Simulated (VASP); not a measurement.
Band structure of SnO$_{2}$ (relaxed from the CdI2 structure, space group P-3m1). All values below come from r2SCAN meta-GGA, VASP's PBE PAW potentials (set 64) (plane waves; VASP 6.6.1).

The path is coarsely sampled, so an indirect gap can come out somewhat too large. Unless said otherwise, spin-orbit coupling is left out, though it shifts the bands of the heavy elements here.

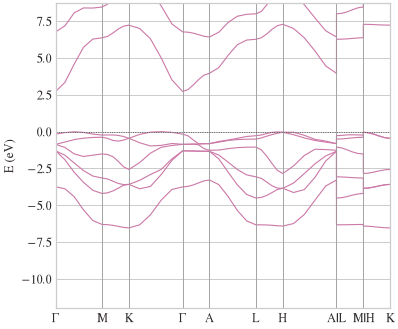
Figure. Bands along high-symmetry lines, zero at the valence-band maximum or, without a gap, the Fermi level

Problem. Read the plot: is there a gap, and where are the band edges?

Solution. The gap is indirect, 2.73 eV, from the valence maximum at K-Γ at 0.60 to the conduction minimum at Γ.

The structure was generated: SnO2 was put into the CdI2 type (P-3m1), which need not be its known phase. It was relaxed first, which changed the volume by +12 %.
